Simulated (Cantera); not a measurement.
Feed: 1 mol C2F6, 0.047 mol F2, at 0.00400 bar.

These are equilibrium values from Cantera (NASA tables, ideal gas, pure condensed phases), not measurements of a reactor. Candidate condensed phases: C; 13 gas species. The feed counts by its element totals alone. The numbers say what is thermodynamically allowed, not how fast it happens.

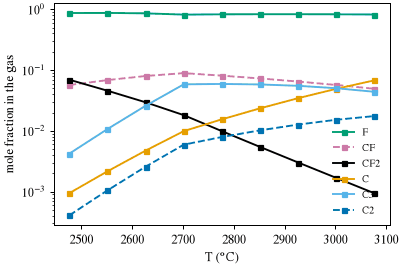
Fig. 1. Equilibrium gas composition (values under 1e-9 drawn at 1e-9)

From 2477 °C to 2627 °C the condensed part is C(graphite). From 2702 °C to 3077 °C nothing is condensed. The main C-bearing gas is CF2 at 2477 °C and C3 at 3077 °C.
